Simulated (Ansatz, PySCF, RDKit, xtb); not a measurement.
# C5H5BN2: ranking a sample of isomers, part 2 of 2

Which of a sample of isomers of C5H5BN2 is the most stable in the gas at 298.15 K, and what are its properties? The sample is small against all isomers, and the most stable one of this formula need not be in it.

xtb, Ansatz and PySCF; isolated molecules. Earlier steps stand in the parts before.

### Step 12. Putting it together

Energies in kcal/mol from c429a; G adds the thermal terms to the CCSD(T)/def2-SVP + MP2/def2-TZVPP - MP2/def2-SVP energy. The columns left of the relaxed level are at the tight-binding geometries.

```
label           SMILES     spin  GFN2-xTB  HF/STO-3G  r2SCAN-D4/def2-SVP  B3LYP-D3(BJ)/def2-SVP  HF/def2-SVP  MP2/def2-SVP  CCSD(T)/def2-SVP + MP2/def2-TZVPP - MP2/def2-SVP     G  share at equilibrium     T1
c429a    N#CC1=CC=CB1N  singlet       0.0        0.0                 0.0                    0.0          0.0           0.0                                               0.0   0.0                99.6 %  0.016
c430a  N#CC1=CB(N)C=C1  singlet       3.6        2.3                 4.6                    4.2          3.7           3.1                                               3.3   3.2                 0.4 %  0.015
c173a  N#CB1C=CC(N)=C1  singlet      25.9       28.4                22.5                   22.8         22.1          25.0                                              24.3  23.0               < 0.1 %  0.016
```

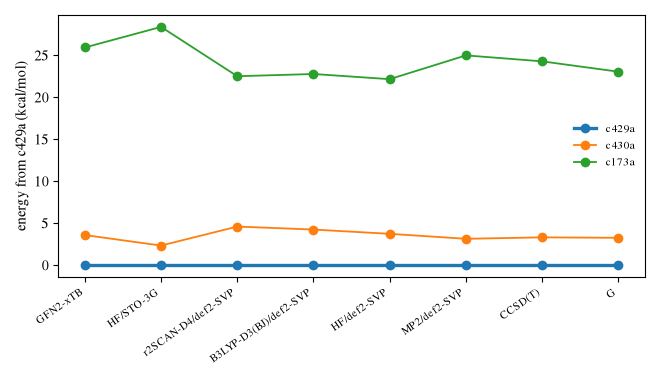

The finalists at each level, measured from c429a.

Lowest found: c429a, `N#CC1=CC=CB1N`, a singlet. Bond lengths: C1–C2 1.417 Å, C2–C3 1.359 Å, C3–C4 1.490 Å, C4–C5 1.352 Å, C2–B6 1.599 Å, C5–B6 1.583 Å, C1–N7 1.165 Å, B6–N8 1.384 Å, C3–H9 1.093 Å, C4–H10 1.094 Å, C5–H11 1.092 Å, N8–H12 1.014 Å, N8–H13 1.015 Å. Some angles: C1–C2–C3 126.8°, C1–C2–B6 127.6°, C3–C2–B6 105.6°, C2–C1–N7 175.9°, C2–C3–C4 111.8°, C3–C4–C5 112.4°, C4–C5–B6 106.0°, C2–B6–C5 104.2°, C2–B6–N8 125.7°, C5–B6–N8 130.1°.

```xyz
13

C    -0.7472    0.4824    2.9855
C    -1.1666    0.4462    1.6328
C    -1.7471    1.4560    0.9325
C    -2.0525    1.0531   -0.4691
C    -1.6858   -0.2217   -0.7311
B    -1.0601   -0.7791    0.6116
N    -0.3775    0.4337    4.0887
N    -0.5291   -2.0252    0.8970
H    -1.9736    2.4512    1.3245
H    -2.5222    1.7474   -1.1717
H    -1.8285   -0.6970   -1.7035
H    -0.4776   -2.7810    0.2235
H    -0.1542   -2.2608    1.8106
```

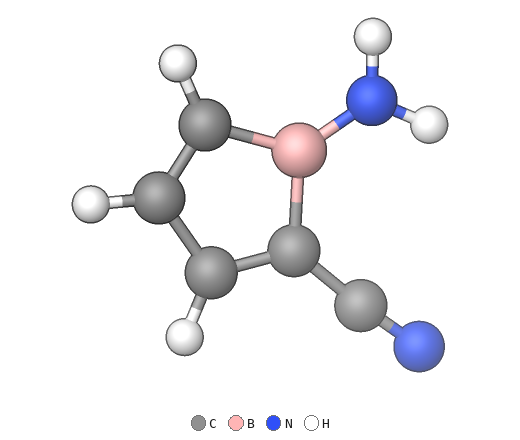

The lowest structure found, seen from a chosen angle (carbon grey, boron pink, nitrogen blue, hydrogen white).

### Step 13. Density, orbitals and dipole (PBE0/def2-SVPD)

The input, input.yaml:

```yaml
crystal:
  periodic: [false, false, false]
  atoms:
    - symbol: C
      position_ang: [-0.747232, 0.482413, 2.985463]
    - symbol: C
      position_ang: [-1.166623, 0.446206, 1.632781]
    - symbol: C
      position_ang: [-1.747129, 1.455957, 0.932506]
    - symbol: C
      position_ang: [-2.052509, 1.053097, -0.469096]
    - symbol: C
      position_ang: [-1.685805, -0.221714, -0.731104]
    - symbol: B
      position_ang: [-1.060092, -0.779121, 0.611588]
    - symbol: "N"
      position_ang: [-0.377530, 0.433676, 4.088661]
    - symbol: N
      position_ang: [-0.529129, -2.025222, 0.896968]
    - symbol: H
      position_ang: [-1.973567, 2.451224, 1.324518]
    - symbol: H
      position_ang: [-2.522240, 1.747402, -1.171671]
    - symbol: H
      position_ang: [-1.828504, -0.696999, -1.703549]
    - symbol: H
      position_ang: [-0.477573, -2.780986, 0.223523]
    - symbol: H
      position_ang: [-0.154233, -2.260807, 1.810570]
basis:
  gaussian:
    orbitals: def2-SVPD
total_charge: 0
hamiltonian:
  xc: {name: PBE0}
output: {forces: true, orbitals: {seedname: orbitals}}
```

On the command line:

```
ansatz run input.yaml --threads 2 --pin off --max-ram 5220MiB --events-out events.jsonl --progress --plain --runs-dir runs
```

The program printed, cut to the lines that bear on the results:

```text
Warning: RAYON_NUM_THREADS=2 ignored (pool sized by the plan → 2); use --threads N
Functional definition: PBE0
  name "PBE0"
[...]
1674 factors; their error is unknown
[...]
mean field -8905.81559432 eV, -327.2826865125 hartree, gradient 6.1e-5 eV, S^2 0.000000; 0 other end points of the search recorded, 0 dependent functions left out
[...]
reference -8905.81563283 eV, -327.2826879277 hartree; 27, 27 occupied and 173, 173 virtual orbitals, 1674 factors
[...]
Atom 8 at    -1.973567     2.451224     1.324518 Å, force     0.014862    -0.041222     0.000805 eV/Å
Atom 9 at    -2.522240     1.747402    -1.171671 Å, force     0.016572    -0.033407     0.014856 eV/Å
Atom 10 at    -1.828504    -0.696999    -1.703549 Å, force     0.002871     0.029341     0.041573 eV/Å
Atom 11 at    -0.477573    -2.780986     0.223523 Å, force    -0.008812     0.135775     0.121870 eV/Å
Atom 12 at    -0.154233    -2.260807     1.810570 Å, force    -0.058883     0.032150    -0.148996 eV/Å
Dipole moment:    -0.171247    -0.335935    -0.906868 e Å
```

Run time: 6.9 s. Hardware: 2 threads of Arm Neoverse V2, shared host; peak memory 0.59 GiB.

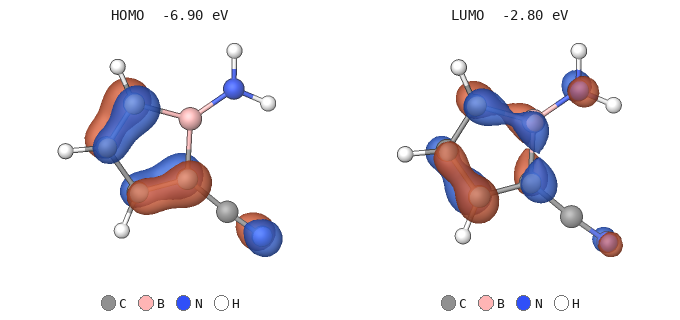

Frontier orbitals of this run, surfaces at ±0.2 Å^-3/2.

### Step 14. Electronic excitations (TD-PBE0/def2-SVPD)

An in-house driver calls PySCF's response routines at TD-PBE0/def2-SVPD; it has no typed input.

The program printed:

```text
coarse grid: 11744 points
cycle   1  E = -327.1761900719  dE =  1.124e+00  |g| = 4.953e-01  |ddm| = 7.928e+00
cycle   2  E = -327.0529692623  dE =  1.232e-01  |g| = 8.920e-01  |ddm| = 2.335e+00
cycle   3  E = -327.2319191421  dE = -1.789e-01  |g| = 1.919e-01  |ddm| = 1.563e+00
cycle   4  E = -327.2405996196  dE = -8.680e-03  |g| = 4.860e-02  |ddm| = 3.534e-01
cycle   5  E = -327.2410311157  dE = -4.315e-04  |g| = 2.490e-02  |ddm| = 1.545e-01
cycle   6  E = -327.2411917338  dE = -1.606e-04  |g| = 5.946e-03  |ddm| = 5.959e-02
cycle   7  E = -327.2412008387  dE = -9.105e-06  |g| = 1.260e-03  |ddm| = 1.712e-02
final grid: 116096 points
cycle   8  E = -327.2827061544  dE = -2.505e-05  |g| = 7.337e-03  |ddm| = 1.205e-01
cycle   9  E = -327.2826970346  dE =  9.120e-06  |g| = 9.662e-03  |ddm| = 3.066e-02
cycle  10  E = -327.2827189211  dE = -2.189e-05  |g| = 1.885e-03  |ddm| = 1.829e-02
cycle  11  E = -327.2827198250  dE = -9.039e-07  |g| = 4.056e-04  |ddm| = 3.769e-03
cycle  12  E = -327.2827198563  dE = -3.129e-08  |g| = 1.837e-04  |ddm| = 9.587e-04
cycle  13  E = -327.2827198630  dE = -6.776e-09  |g| = 6.652e-05  |ddm| = 3.363e-04
cycle  14  E = -327.2827198640  dE = -9.902e-10  |g| = 2.129e-05  |ddm| = 1.405e-04
converged SCF energy = -327.2827198640

Static polarisability (au): isotropic 85.522, principal 49.706 91.954 114.905

Singlet excitations
state   eV       nm        f      main configurations
  1   3.1579    392.6   0.05666   H->L 0.98
  2   4.4879    276.3   0.00002   H-1->L 0.97
  3   5.4546    227.3   0.12729   H-2->L 0.82, H->L+2 0.14
  4   5.7272    216.5   0.00001   H-4->L 0.51, H-5->L 0.45
  5   5.9371    208.8   0.03466   H-3->L 0.91
  6   6.0271    205.7   0.00059   H-5->L 0.41, H-4->L 0.36, H-6->L 0.21
  7   6.0742    204.1   0.00214   H->L+1 0.97
  8   6.3026    196.7   0.00001   H->L+3 0.79, H->L+4 0.14

Triplet excitations (Tamm-Dancoff, eV): 1.7911 3.8691 4.1443
```

It took 13 s on 2 threads of Arm Neoverse V2, shared host; peak memory 0.96 GiB.

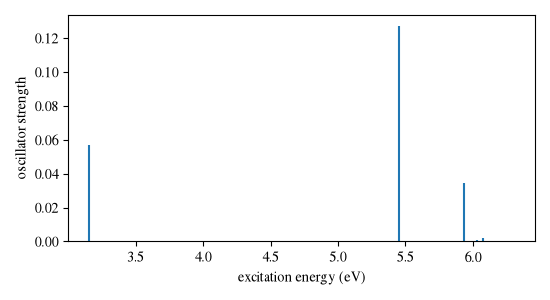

Vertical excitations as sticks.

The roots found:

```
excited state  energy (eV)  strength
            1        3.158    0.0567
            2        4.488    0.0000
            3        5.455    0.1273
            4        5.727    0.0000
            5        5.937    0.0347
            6        6.027    0.0006
            7        6.074    0.0021
            8        6.303    0.0000
```

### Step 15. NMR shieldings (GIAO PBE0/pcSseg-1)

An in-house driver calls PySCF's response routines at GIAO PBE0/pcSseg-1; it has no typed input.

The program printed:

```text
coarse grid: 11744 points
cycle   1  E = -327.3572494413  dE =  1.192e+00  |g| = 5.093e-01  |ddm| = 3.496e+00
cycle   2  E = -327.2339910270  dE =  1.233e-01  |g| = 9.082e-01  |ddm| = 1.338e+00
cycle   3  E = -327.4145613690  dE = -1.806e-01  |g| = 1.995e-01  |ddm| = 9.179e-01
cycle   4  E = -327.4237165991  dE = -9.155e-03  |g| = 4.830e-02  |ddm| = 1.926e-01
cycle   5  E = -327.4241172546  dE = -4.007e-04  |g| = 2.544e-02  |ddm| = 6.592e-02
cycle   6  E = -327.4242780424  dE = -1.608e-04  |g| = 6.211e-03  |ddm| = 2.498e-02
cycle   7  E = -327.4242876380  dE = -9.596e-06  |g| = 1.361e-03  |ddm| = 6.663e-03
final grid: 116096 points
cycle   8  E = -327.4664440970  dE = -2.667e-05  |g| = 7.845e-03  |ddm| = 3.064e-02
cycle   9  E = -327.4664344413  dE =  9.656e-06  |g| = 1.024e-02  |ddm| = 1.408e-02
cycle  10  E = -327.4664578434  dE = -2.340e-05  |g| = 2.080e-03  |ddm| = 8.353e-03
cycle  11  E = -327.4664589146  dE = -1.071e-06  |g| = 4.563e-04  |ddm| = 2.028e-03
cycle  12  E = -327.4664589527  dE = -3.805e-08  |g| = 2.002e-04  |ddm| = 5.055e-04
cycle  13  E = -327.4664589605  dE = -7.813e-09  |g| = 7.136e-05  |ddm| = 1.908e-04
cycle  14  E = -327.4664589616  dE = -1.097e-09  |g| = 2.272e-05  |ddm| = 6.517e-05
cycle  15  E = -327.4664589617  dE = -1.179e-10  |g| = 6.935e-06  |ddm| = 2.366e-05
converged SCF energy = -327.4664589617

GIAO shielding tensors (ppm)
atom      isotropic    diamagn.    paramagn.     s11        s22        s33       span
  0 C       61.986     256.679    -194.693    -57.507    -49.609    293.075    350.583
  1 C       68.272     261.796    -193.524    -41.901     88.321    158.395    200.296
  2 C       11.833     249.742    -237.909   -118.585     22.745    131.339    249.924
  3 C       23.310     254.368    -231.058   -100.277     35.194    135.014    235.290
  4 C       45.993     257.764    -211.772    -76.133     48.524    165.587    241.720
  5 B       63.247     190.892    -127.645     33.971     62.584     93.186     59.215
  6 N      -65.287     340.671    -405.958   -213.396   -184.985    202.519    415.915
  7 N      157.163     316.371    -159.208     69.405    181.893    220.193    150.789
  8 H       24.048      29.811      -5.764     19.689     24.550     27.903      8.214
  9 H       24.363      30.022      -5.659     21.694     24.556     26.839      5.146
 10 H       25.232      31.110      -5.878     22.791     25.745     27.159      4.368
 11 H       26.905      29.656      -2.751     21.874     24.676     34.167     12.293
 12 H       26.647      29.623      -2.976     21.423     25.648     32.870     11.447
```

It took 8.1 s on 2 threads of Arm Neoverse V2, shared host; peak memory 1 GiB.

Isotropic shieldings, averaged over atoms that the bond graph makes equivalent (absolute, not shifts):

```
   atoms  shielding (ppm)
      C1             62.0
      C2             68.3
      C3             11.8
      C4             23.3
      C5             46.0
      B6             63.2
      N7            -65.3
      N8            157.2
      H9            24.05
     H10            24.36
     H11            25.23
H12, H13            26.78
```

### Step 16. The cation at the same geometry (PBE0/def2-SVPD)

The input, input.yaml:

```yaml
crystal:
  periodic: [false, false, false]
  atoms:
    - {symbol: C, position_ang: [-0.747232, 0.482413, 2.985463]}
    - {symbol: C, position_ang: [-1.166623, 0.446206, 1.632781]}
    - {symbol: C, position_ang: [-1.747129, 1.455957, 0.932506]}
    - {symbol: C, position_ang: [-2.052509, 1.053097, -0.469096]}
    - {symbol: C, position_ang: [-1.685805, -0.221714, -0.731104]}
    - {symbol: B, position_ang: [-1.060092, -0.779121, 0.611588]}
    - {symbol: N, position_ang: [-0.377530, 0.433676, 4.088661]}
    - {symbol: N, position_ang: [-0.529129, -2.025222, 0.896968]}
    - {symbol: H, position_ang: [-1.973567, 2.451224, 1.324518]}
    - {symbol: H, position_ang: [-2.522240, 1.747402, -1.171671]}
    - {symbol: H, position_ang: [-1.828504, -0.696999, -1.703549]}
    - {symbol: H, position_ang: [-0.477573, -2.780986, 0.223523]}
    - {symbol: H, position_ang: [-0.154233, -2.260807, 1.810570]}
basis:
  gaussian: {orbitals: def2-SVPD}
magnetization: {spin_polarized: true, initial_magnetization: 1}
total_charge: 1
hamiltonian: {xc: pbe0}
```

On the command line:

```
ansatz run input.yaml --threads 2 --pin off --max-ram 5220MiB --events-out events.jsonl --progress --plain --runs-dir runs
```

The program printed, cut to the lines that bear on the results:

```text
Warning: RAYON_NUM_THREADS=2 ignored (pool sized by the plan → 2); use --threads N
Functional definition: PBE0
  name "PBE0"
[...]
1674 factors; their error is unknown
[...]
mean field -8897.07536937 eV, -326.9614891702 hartree, gradient 7.3e-5 eV, S^2 0.771263; 0 other end points of the search recorded, 0 dependent functions left out
reference -8897.07540829 eV, -326.9614906005 hartree; 27, 26 occupied and 173, 174 virtual orbitals, 1674 factors
Total energy: -8897.07540829 eV, -326.9614906005 hartree
```

It took 10 s on 2 threads of Arm Neoverse V2, shared host; peak memory 0.75 GiB.

Difference from the parent: 8.74 eV.

### Step 17. The anion at the same geometry (PBE0/def2-SVPD)

Edit input.yaml of step 16 so:

```diff
@@ -18,4 +18,5 @@
   gaussian: {orbitals: def2-SVPD}
+total_charge: -1
 magnetization: {spin_polarized: true, initial_magnetization: 1}
-total_charge: 1
 hamiltonian: {xc: pbe0}
+scf: {lower_state_search: "off"}
```

On the command line:

```
ansatz run input.yaml --threads 2 --pin off --max-ram 5220MiB --events-out events.jsonl --progress --plain --runs-dir runs
```

The program printed, cut to the lines that bear on the results:

```text
Warning: RAYON_NUM_THREADS=2 ignored (pool sized by the plan → 2); use --threads N
Functional definition: PBE0
  name "PBE0"
[...]
1674 factors; their error is unknown
[...]
mean field -8906.86886096 eV, -327.3213933476 hartree, gradient 6.8e-6 eV, S^2 0.754353; 0 other end points of the search recorded, 0 dependent functions left out
reference -8906.86890145 eV, -327.3213948358 hartree; 28, 27 occupied and 172, 173 virtual orbitals, 1674 factors
Total energy: -8906.86890145 eV, -327.3213948358 hartree
Checks for a lower state left out: stability, starts, cluster_reference, orbital_swaps, neighbouring_geometries, increment
```

Wall time 6.9 s (2 threads of Arm Neoverse V2, shared host); peak memory 0.68 GiB.

Parent less the species with the added electron: 1.05 eV.

### Step 18. The triplet at the same geometry (PBE0/def2-SVPD)

Edit input.yaml of step 17 so:

```diff
@@ -9,4 +9,4 @@
     - {symbol: B, position_ang: [-1.060092, -0.779121, 0.611588]}
-    - {symbol: N, position_ang: [-0.377530, 0.433676, 4.088661]}
-    - {symbol: N, position_ang: [-0.529129, -2.025222, 0.896968]}
+    - {symbol: "N", position_ang: [-0.377530, 0.433676, 4.088661]}
+    - {symbol: "N", position_ang: [-0.529129, -2.025222, 0.896968]}
     - {symbol: H, position_ang: [-1.973567, 2.451224, 1.324518]}
@@ -18,5 +18,3 @@
   gaussian: {orbitals: def2-SVPD}
-total_charge: -1
-magnetization: {spin_polarized: true, initial_magnetization: 1}
-hamiltonian: {xc: pbe0}
-scf: {lower_state_search: "off"}
+magnetization: {spin_polarized: true, initial_magnetization: 2}
+hamiltonian: {xc: {name: PBE0}}
```

On the command line:

```
ansatz run input.yaml --threads 2 --pin off --max-ram 5220MiB --events-out events.jsonl --progress --plain --runs-dir runs
```

The program printed, cut to the lines that bear on the results:

```text
Warning: RAYON_NUM_THREADS=2 ignored (pool sized by the plan → 2); use --threads N
Functional definition: PBE0
  name "PBE0"
[...]
1674 factors; their error is unknown
[...]
mean field -8903.94911419 eV, -327.2140946332 hartree, gradient 4.4e-5 eV, S^2 2.017279; 2 other end points of the search recorded, 0 dependent functions left out
reference -8903.94915278 eV, -327.2140960511 hartree; 28, 26 occupied and 172, 174 virtual orbitals, 1674 factors
Total energy: -8903.94915278 eV, -327.2140960511 hartree
```

It took 12 s on 2 threads of Arm Neoverse V2, shared host; peak memory 0.75 GiB.

It lies 1.87 eV above the singlet.

### Step 19. Outcome

This closing draws on all 2 parts.

| quantity | value |
| --- | --- |
| lowest structure found | N#CC1=CC=CB1N, singlet |
| next finalist | N#CC1=CB(N)C=C1, singlet, 3.2 kcal/mol higher in G |
| share at equilibrium, among the finalists | 99.6 % |
| funnel | 10 starts, 10 minima at GFN2-xTB, 13 screening runs, 3 relaxed, 3 ranked |
| CPU time of all runs | 10 min |
| dipole moment (PBE0/def2-SVPD) | 4.72 D |
| HOMO energy (PBE0/def2-SVPD) | -6.90 eV |
| LUMO energy (PBE0/def2-SVPD) | -2.80 eV |
| HOMO–LUMO gap (PBE0/def2-SVPD) | 4.10 eV |
| lowest excitation (TD-PBE0/def2-SVPD) | 3.16 eV (f = 0.057) |
| strongest of the states computed, same level | 5.45 eV (f = 0.127) |
| lowest triplet excitation, same level, Tamm-Dancoff | 1.79 eV |
| vertical ionisation energy | 8.74 eV |
| vertical electron affinity | 1.05 eV |
| vertical triplet less singlet | +1.87 eV |

What this shows: `N#CC1=CC=CB1N` comes out lowest. Among the finalists first place is clear (3.2 kcal/mol); structures outside the list aren't covered. GFN2-xTB, HF/STO-3G, r2SCAN-D4/def2-SVP, B3LYP-D3(BJ)/def2-SVP, HF/def2-SVP and MP2/def2-SVP already put its bonding pattern lowest among the structures in one piece. The largest share of the time went into the final energies (47 %). Lowest found is not proven lowest: the search is finite, and each finalist counts with one conformer. Only 10 drawn patterns were tried, so whole families of isomers are missing, and the result ranks this sample alone.
